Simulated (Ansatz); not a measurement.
**BNHS (quartet): correlated methods under varied settings at distance B1–S2 = 1.579 Å**

What do other methods and options give for BNHS (quartet) at this geometry, and how long do they take?

Program: Ansatz 0.2.0, Gaussian basis. Level of theory: the settings change from run to run. These are calculated values, not measurements.

42 further runs of the same task are left out: 5 for a known fault of the program, 1 for a mislabelled method, 29 that didn't finish, 7 set aside as unsound or not needed.

### Step 1. The system

The geometry derives from a PBE0/def2-TZVP stationary point (not a proven minimum). One bond is set to the value named and the two fragments are kept rigid.

4 atoms, charge 0, spin multiplicity 4.

Atoms are counted from 1 here; the program's logs count them from 0.

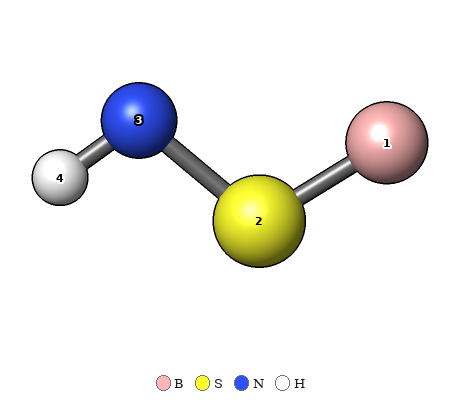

The geometry (boron pink, sulfur yellow, nitrogen blue, hydrogen white); atoms are numbered from 1 in the order of the file.

As a file:

```xyz
4
BHNS
B     0.00000   -0.57103    1.37907
S     0.00000    0.40644    0.13899
N     0.00000   -0.50354   -1.23890
H     0.00000    0.19227   -1.99709
```

### Step 2. MP2 on UHF/cc-pVDZ

File in.yaml:

```yaml
crystal:
  periodic: [false, false, false]
  atoms:
    - {symbol: B, position_ang: [0.000000, -0.571027, 1.379069]}
    - {symbol: S, position_ang: [0.000000, 0.406441, 0.138989]}
    - {symbol: N, position_ang: [0.000000, -0.503540, -1.238897]}
    - {symbol: H, position_ang: [0.000000, 0.192271, -1.997088]}
basis:
  gaussian: {orbitals: cc-pVDZ}
magnetization: {spin_polarized: true, initial_magnetization: 3}
correlation: {method: mp2, electrons: outside_noble_gas}
```

Started as:

```
$ ansatz run in.yaml --threads 1 --pin off --events-out ev --progress --plain --max-ram 2393MiB
```

Log:

```text
Functional definition: HF
  name "HF"
  cite "Fock, Z. Phys. 61, 126 (1930) doi:10.1007/BF01340294"
  parent pbe
  exchange = exact_x
  correlation = 0
505 factors; integrals over basis functions are off by at most 1.2e-3 eV
mean field evaluation 1: about -12977.9268 eV, gradient 1.7e1 eV
mean field evaluation 2: about -12978.0278 eV, gradient 1.7e1 eV
mean field evaluation 4: about -12981.2184 eV, gradient 4.6e0 eV
mean field evaluation 8: about -12981.9815 eV, gradient 4.5e-1 eV
mean field evaluation 16: about -12981.9890 eV, gradient 2.2e-6 eV
mean field -12981.98898510 eV, -477.0792956943 hartree, gradient 3.1e-6 eV, S^2 3.817739; 0 other end points of the search recorded, 0 dependent functions left out
7 core orbitals not correlated: weight in the atoms' cores, before any rotation towards them, 1.000 or more for the frozen orbitals, at most 0.000 for the correlated occupied ones
reference -12981.98898510 eV, -477.0792956943 hartree; 9, 6 occupied and 35, 38 virtual orbitals, 505 factors
second order -8.18841965 eV of doubles, -0.00000000 eV of singles
Total energy: -12990.17740476 eV, -477.3802145663 hartree
```

It took 2.3 s on 1 thread of AMD EPYC, shared host.

From the report: ⟨S²⟩ of the determinant 3.818 (pure quartet: 3.75).

### Step 3. CASCI(7,5)/6-31G

Edit in.yaml of step 2 so:

```diff
@@ -8,4 +8,6 @@
 basis:
-  gaussian: {orbitals: cc-pVDZ}
-magnetization: {spin_polarized: true, initial_magnetization: 3}
-correlation: {method: mp2, electrons: outside_noble_gas}
+  gaussian: {orbitals: 6-31G}
+magnetization: {spin_polarized: false, initial_magnetization: 3}
+hamiltonian: {pseudopotentials: {relativity: scalar}}
+correlation: {active_space: {window: {electrons: 7, orbitals: 5}, fixed_orbitals: true}}
+output: {forces: true}
```

Launched as before.

Log, cut to the lines that bear on the results:

```text
Functional definition: HF
  name "HF"
  cite "Fock, Z. Phys. 61, 126 (1930) doi:10.1007/BF01340294"
  parent pbe
[...]
431 factors; integrals over basis functions are off by at most 2.3e-4 eV
[...]
mean field -13005.45840020 eV, -477.9417807911 hartree, gradient 2.9e-6 eV, S^2 3.750000; 7 other end points of the search recorded, 0 dependent functions left out
reference -13005.45840020 eV, -477.9417807911 hartree; 16, 13 occupied and 17, 20 virtual orbitals, 431 factors
state -13005.46161273 eV, -477.9418988494 hartree
[...]
Total energy: -13005.46161273 eV, -477.9418988494 hartree
Relativity: scalar
Atom 0 at     0.000000    -0.571027     1.379069 Å, force    -0.000000    -4.971928     6.392702 eV/Å
Atom 1 at     0.000000     0.406441     0.138989 Å, force     0.000000     7.503046    -1.668651 eV/Å
Atom 2 at     0.000000    -0.503540    -1.238897 Å, force    -0.000000    -1.601735    -4.690306 eV/Å
Atom 3 at     0.000000     0.192271    -1.997088 Å, force    -0.000000    -0.929383    -0.033745 eV/Å
Dipole moment:    -0.000000     0.254225    -0.071478 e Å
```

It took 4.7 s on 1 thread of AMD EPYC, shared host.

From the report: 6 determinants; active occupations 2.00, 2.00, 1.00, 1.00, 1.00.

### Step 4. MP2 on ROHF/cc-pVDZ

Edit in.yaml of step 3 so:

```diff
@@ -8,6 +8,5 @@
 basis:
-  gaussian: {orbitals: 6-31G}
+  gaussian: {orbitals: cc-pVDZ}
 magnetization: {spin_polarized: false, initial_magnetization: 3}
-hamiltonian: {pseudopotentials: {relativity: scalar}}
-correlation: {active_space: {window: {electrons: 7, orbitals: 5}, fixed_orbitals: true}}
+correlation: {method: mp2, electrons: outside_noble_gas}
 output: {forces: true}
```

Launched as before.

Log, cut to the lines that bear on the results:

```text
Functional definition: HF
  name "HF"
  cite "Fock, Z. Phys. 61, 126 (1930) doi:10.1007/BF01340294"
  parent pbe
[...]
505 factors; integrals over basis functions are off by at most 1.2e-3 eV
[...]
mean field -12981.66368580 eV, -477.0673411654 hartree, gradient 2.9e-6 eV, S^2 3.750000; 3 other end points of the search recorded, 0 dependent functions left out
[...]
7 core orbitals not correlated: weight in the atoms' cores, before any rotation towards them, 1.000 or more for the frozen orbitals, at most 0.000 for the correlated occupied ones
reference -12981.66368580 eV, -477.0673411654 hartree; 9, 6 occupied and 35, 38 virtual orbitals, 505 factors
second order -8.33541130 eV of doubles, -0.15826329 eV of singles
[...]
Total energy: -12990.15736038 eV, -477.3794779491 hartree
Atom 0 at     0.000000    -0.571027     1.379069 Å, force    -0.000000    -3.962159     5.046821 eV/Å
Atom 1 at     0.000000     0.406441     0.138989 Å, force     0.000000     5.013213    -3.457360 eV/Å
Atom 2 at     0.000000    -0.503540    -1.238897 Å, force    -0.000000    -1.314025    -1.333906 eV/Å
Atom 3 at     0.000000     0.192271    -1.997088 Å, force     0.000000     0.262972    -0.255555 eV/Å
Dipole moment:     0.000000     0.299406    -0.141622 e Å
```

Run time: 7 s. Hardware: 1 thread of AMD EPYC, shared host.

### Step 5. BCCD(T) on ROHF/6-31G

Edit in.yaml of step 4 so:

```diff
@@ -8,5 +8,6 @@
 basis:
-  gaussian: {orbitals: cc-pVDZ}
+  gaussian: {orbitals: 6-31G, fitting: {mean_field: def2-universal-jkfit}}
 magnetization: {spin_polarized: false, initial_magnetization: 3}
-correlation: {method: mp2, electrons: outside_noble_gas}
+correlation: {method: bccd_t, electrons: all}
+accuracy: high
 output: {forces: true}
```

The command is unchanged.

Log, cut to the lines that bear on the results:

```text
Functional definition: HF
  name "HF"
  cite "Fock, Z. Phys. 61, 126 (1930) doi:10.1007/BF01340294"
  parent pbe
[...]
298 factors; integrals over basis functions are off by at most 2.7e-2 eV
[...]
mean field -12978.26577231 eV, -476.9424701479 hartree, gradient 1.6e-8 eV, S^2 3.750000; 8 other end points of the search recorded, 0 dependent functions left out
[...]
determinant -12978.26577231 eV, -476.9424701479 hartree, with singles and doubles -12983.69804656 eV, -477.1421025444 hartree
determinant -12976.56770023 eV, -476.8800671500 hartree, with singles and doubles -12981.63813933 eV, -477.0664023501 hartree
determinant -12976.17705723 eV, -476.8657112844 hartree, with singles and doubles -12981.55638282 eV, -477.0633978538 hartree
determinant -12974.24228038 eV, -476.7946095467 hartree, with singles and doubles -12979.18650279 eV, -476.9763063689 hartree
reference -12978.26577231 eV, -476.9424701479 hartree; 16, 13 occupied and 17, 20 virtual orbitals, 298 factors
second order -4.53540484 eV of doubles, -0.10765990 eV of singles
cycle   1  -5.40801422 eV  change    2.4e-2 eV  update   2.0e-2
[...]
cycle  23  -5.40305218 eV  change    1.6e-9 eV  update   1.9e-9
perturbative correction -0.17677026 eV, -0.0064961871 hartree
[...]
Total energy: -12983.84559475 eV, -477.1475248403 hartree
Atom 0 at     0.000000    -0.571027     1.379069 Å, force    -0.000000    -4.870974     6.563448 eV/Å
Atom 1 at     0.000000     0.406441     0.138989 Å, force     0.000000     7.760765    -1.071966 eV/Å
Atom 2 at     0.000000    -0.503540    -1.238897 Å, force     0.000000    -2.875008    -4.587542 eV/Å
Atom 3 at     0.000000     0.192271    -1.997088 Å, force     0.000000    -0.014783    -0.903940 eV/Å
Dipole moment:     0.000000     0.340652    -0.120931 e Å
```

Run time: 46 s. Hardware: 1 thread of AMD EPYC, shared host.

From the report: correlation -5.5798 eV; largest double amplitude 0.04.

### Step 6. BCCD on ROHF/cc-pVDZ

Edit in.yaml of step 5 so:

```diff
@@ -8,6 +8,5 @@
 basis:
-  gaussian: {orbitals: 6-31G, fitting: {mean_field: def2-universal-jkfit}}
+  gaussian: {orbitals: cc-pVDZ}
 magnetization: {spin_polarized: false, initial_magnetization: 3}
-correlation: {method: bccd_t, electrons: all}
-accuracy: high
+correlation: {method: bccd, electrons: valence}
 output: {forces: true}
```

Same command.

Log, cut to the lines that bear on the results:

```text
Functional definition: HF
  name "HF"
  cite "Fock, Z. Phys. 61, 126 (1930) doi:10.1007/BF01340294"
  parent pbe
[...]
505 factors; integrals over basis functions are off by at most 1.2e-3 eV
[...]
mean field -12981.66368580 eV, -477.0673411654 hartree, gradient 2.9e-6 eV, S^2 3.750000; 5 other end points of the search recorded, 0 dependent functions left out
[...]
determinant -12981.66368580 eV, -477.0673411654 hartree, with singles and doubles -12991.12899729 eV, -477.4151849468 hartree
determinant -12979.68870795 eV, -476.9947620681 hartree, with singles and doubles -12988.95571792 eV, -477.3353184032 hartree
determinant -12979.47151059 eV, -476.9867802123 hartree, with singles and doubles -12988.90931828 eV, -477.3336132477 hartree
determinant -12977.24486065 eV, -476.9049523365 hartree, with singles and doubles -12986.49927462 eV, -477.2450457768 hartree
7 core orbitals not correlated: weight in the atoms' cores, before any rotation towards them, 1.000 or more for the frozen orbitals, at most 0.000 for the correlated occupied ones
reference -12981.66368580 eV, -477.0673411654 hartree; 9, 6 occupied and 35, 38 virtual orbitals, 505 factors
second order -8.33541130 eV of doubles, -0.15826329 eV of singles
cycle   1  -9.44250632 eV  change    2.3e-2 eV  update   1.7e-2
[...]
cycle  14  -9.44430082 eV  change    1.4e-7 eV  update   8.9e-7
[...]
Total energy: -12991.10798662 eV, -477.4144128190 hartree
Atom 0 at     0.000000    -0.571027     1.379069 Å, force     0.000000    -4.060006     5.282511 eV/Å
Atom 1 at     0.000000     0.406441     0.138989 Å, force    -0.000000     5.225251    -3.375875 eV/Å
Atom 2 at     0.000000    -0.503540    -1.238897 Å, force    -0.000000    -1.461521    -1.582828 eV/Å
Atom 3 at     0.000000     0.192271    -1.997088 Å, force    -0.000000     0.296276    -0.323809 eV/Å
Dipole moment:    -0.000000     0.310590    -0.165136 e Å
```

It took 33 s on 1 thread of AMD EPYC, shared host.

From the report: correlation -9.4443 eV; largest double amplitude 0.04.

### Step 7. CCSDT on ROHF/STO-3G

Edit in.yaml of step 6 so:

```diff
@@ -8,5 +8,4 @@
 basis:
-  gaussian: {orbitals: cc-pVDZ}
+  gaussian: {orbitals: STO-3G}
 magnetization: {spin_polarized: false, initial_magnetization: 3}
-correlation: {method: bccd, electrons: valence}
-output: {forces: true}
+correlation: {method: ccsdt, electrons: outside_noble_gas, diis_vectors: 2}
```

Launched as before.

Log, cut to the lines that bear on the results:

```text
Functional definition: HF
  name "HF"
  cite "Fock, Z. Phys. 61, 126 (1930) doi:10.1007/BF01340294"
  parent pbe
[...]
352 factors; integrals over basis functions are off by at most 4.4e-8 eV
[...]
mean field -12834.65753325 eV, -471.6649647037 hartree, gradient 1.6e-6 eV, S^2 3.750000; 6 other end points of the search recorded, 0 dependent functions left out
[...]
determinant -12834.65753325 eV, -471.6649647037 hartree, with singles and doubles -12837.51707341 eV, -471.7700508663 hartree
determinant -12832.78976773 eV, -471.5963255869 hartree, with singles and doubles -12835.18883476 eV, -471.6844896740 hartree
determinant -12832.02615192 eV, -471.5682632233 hartree, with singles and doubles -12834.69520161 eV, -471.6663489905 hartree
determinant -12830.00237243 eV, -471.4938906990 hartree, with singles and doubles -12832.13725219 eV, -471.5723460830 hartree
7 core orbitals not correlated: weight in the atoms' cores, before any rotation towards them, 1.000 or more for the frozen orbitals, at most 0.000 for the correlated occupied ones
reference -12834.65753325 eV, -471.6649647037 hartree; 9, 6 occupied and 4, 7 virtual orbitals, 352 factors
second order -1.89967806 eV of doubles, -0.09099621 eV of singles
cycle   1  -2.42909081 eV  change   -4.3e-1 eV  update   8.9e-2
[...]
cycle  29  -2.94575261 eV  change   -9.0e-7 eV  update   1.2e-6
Total energy: -12837.60328587 eV, -471.7732191156 hartree
```

Run time: 7.5 s. Hardware: 1 thread of AMD EPYC, shared host.

From the report: correlation -2.9458 eV; T1 0.038; largest double amplitude 0.06.

### Step 8. All runs side by side

Where basis and cores are those of an earlier UCCSDT(Q)/cc-pVDZ run (-12991.5351 eV), and the state is the same kind, the miss against it is given.

```
                            level         correlated  functions  energy (eV)  from UCCSDT(Q) (meV)   time
               MP2 on UHF/cc-pVDZ  outside noble gas         51  -12990.1774                1357.7  2.3 s
CASCI(7,5)/6-31G (relativity set)                            33  -13005.4616                        4.7 s
              MP2 on ROHF/cc-pVDZ  outside noble gas         51  -12990.1574                1377.7    7 s
            BCCD(T) on ROHF/6-31G                all         33  -12983.8456                         46 s
             BCCD on ROHF/cc-pVDZ            valence         51  -12991.1080                 427.1   33 s
             CCSDT on ROHF/STO-3G  outside noble gas         20  -12837.6033                        7.5 s
```

### Step 9. Outcome

| quantity | value |
| --- | --- |
| runs | 6 |
| quickest | MP2 on UHF/cc-pVDZ, 2.3 s |
| slowest | BCCD(T) on ROHF/6-31G, 46 s |

In words: Total energies in different bases, with other cores or another treatment of relativity can't be set against each other. BCCD(T) on ROHF/6-31G took 20 times as long as MP2 on UHF/cc-pVDZ; the jobs differ in more than the method. Among the correlated runs with a miss given, it spans +427 to +1378 meV.
